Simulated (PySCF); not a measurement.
**C₄H₁₃PSi₂ (SMILES C=CCC[SiH2][SiH2]P): density, localisation and related maps**

```tsv
atom	x (Å)	y (Å)	z (Å)
C	2.5944	1.6737	0.1672
C	2.4475	0.3637	0.1100
C	1.2377	-0.3328	-0.4249
C	0.4975	-1.0699	0.6957
Si	-1.1182	-1.8810	0.0863
Si	-2.5417	-0.2109	-0.6821
P	-2.3993	1.5704	0.6822
H	1.8386	2.3466	-0.2056
H	3.4743	2.1336	0.5835
H	3.2199	-0.2883	0.4981
H	0.5708	0.3962	-0.8931
H	1.5395	-1.0539	-1.1894
H	0.2611	-0.3525	1.4865
H	1.1675	-1.8092	1.1378
H	-1.6797	-2.6628	1.1949
H	-0.7773	-2.8444	-0.9694
H	-3.9663	-0.5642	-0.6459
H	-2.2893	0.2023	-2.0738
H	-1.1188	1.9287	0.3115
H	-2.9633	2.4654	-0.2054
```

Geometry: GFN2-xTB.

Computed with PBE0/pcSseg-1, SCF density, gas phase, non-relativistic (PySCF 2.14.0).

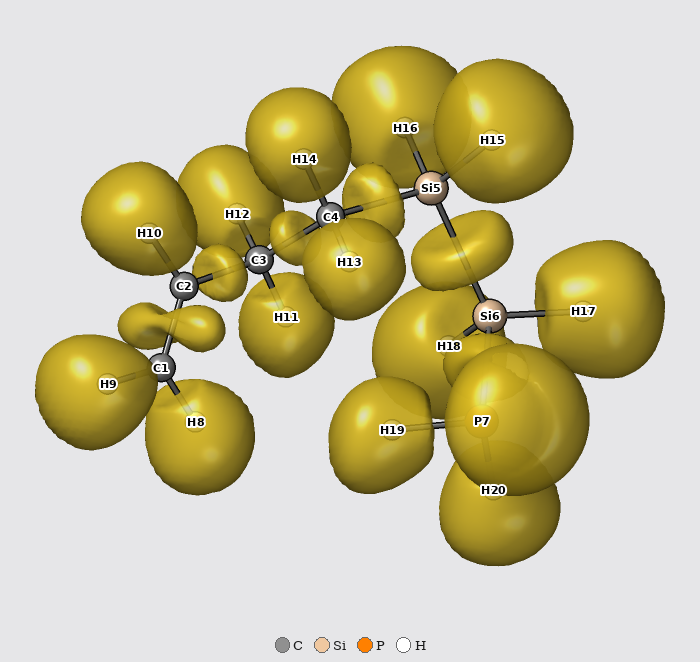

Figure 1. Isosurface of the ELF at 0.8 (yellow), seen at a tilt. Core shells and regions of very low density are left out.

Q: Identify the bonds, lone pairs and shells in this picture.

A: The surface consists of three regions between bonded C–C atoms (shared pairs), one region between bonded C–Si atoms (shared pairs), one region between bonded Si–Si atoms (shared pairs), 13 regions around hydrogen nuclei and one region on P in which the atom's valence shell and bonds are merged. Along the contacts the grid gives the following. C–C (1.32 Å): the ELF peaks at about 0.95 between the atoms: a multiple bond. C–Si (1.91 Å): the ELF peaks at about 0.95 between the atoms, as expected for a shared electron pair.

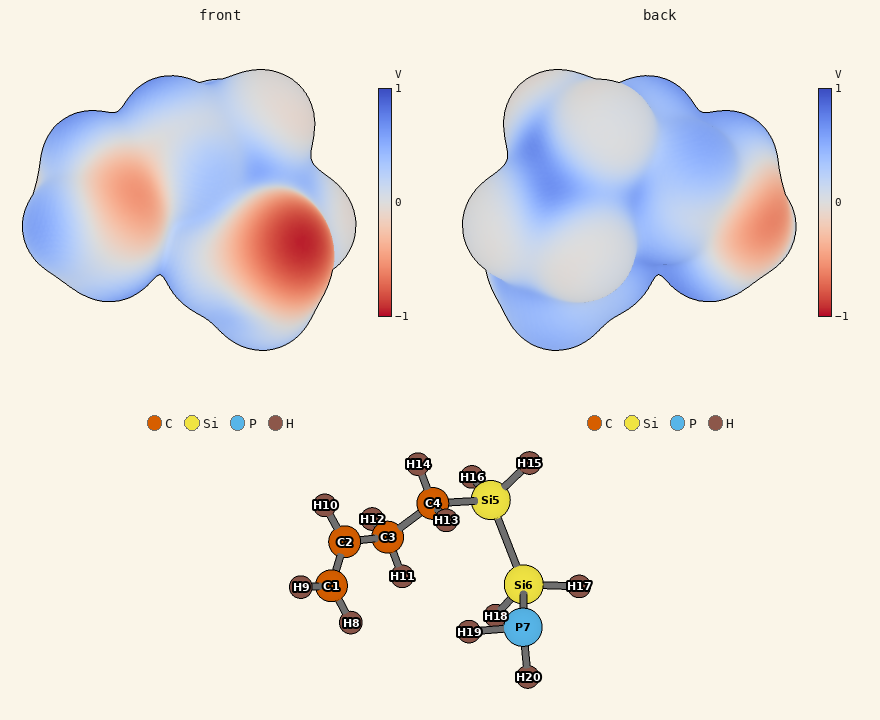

Figure 2. The electrostatic potential painted on the density surface at 0.001 e/bohr³, seen from the front and from behind; the colour scale runs from red (negative) to blue (positive). The bare structure is drawn below in the same view.

Q: Describe the electrostatic potential map.

A: The most negative region (about −0.9 V) lies over P7, the most positive (about +0.7 V) over the H and Si atoms.
